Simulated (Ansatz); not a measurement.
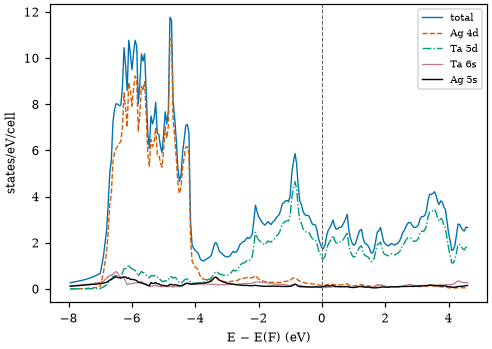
Figure. Total and projected density of states of TaAg in space group Pmma (No. 51; Ag on 2e, Ta on 2f), plane-wave PAW r²SCAN (Ansatz code)

Q: Which orbitals carry the states next to the Fermi level?

A: Within 0.5 eV of the Fermi level: Ta 5d 77 %, Ag 4d 7 %, outside the projected shells 8 %. Projections are on Löwdin-orthogonalised atomic valence shells; empty p or d shells of many metals are not among them.

Q: Where is the tallest occupied peak in this window, and what makes it?

A: Near -4.8 eV, about 12 states/eV per cell; the largest projected share is Ag 4d.

The start of the workflow was typed in or built on a structure type; neither database checked (COD, Materials Project) lists it. Its standing as an ambient phase is unchecked. The r²SCAN relaxation kept the symmetry of its start; whether a distortion lowers the energy is not shown. No spin polarisation was allowed. Its formation energy is positive at this level, so the cell may be metastable or incomplete. Scalar-relativistic: spin–orbit coupling is off unless named, which matters more the heavier the elements.

Potentials: the earlier of the program's two PAW sets.
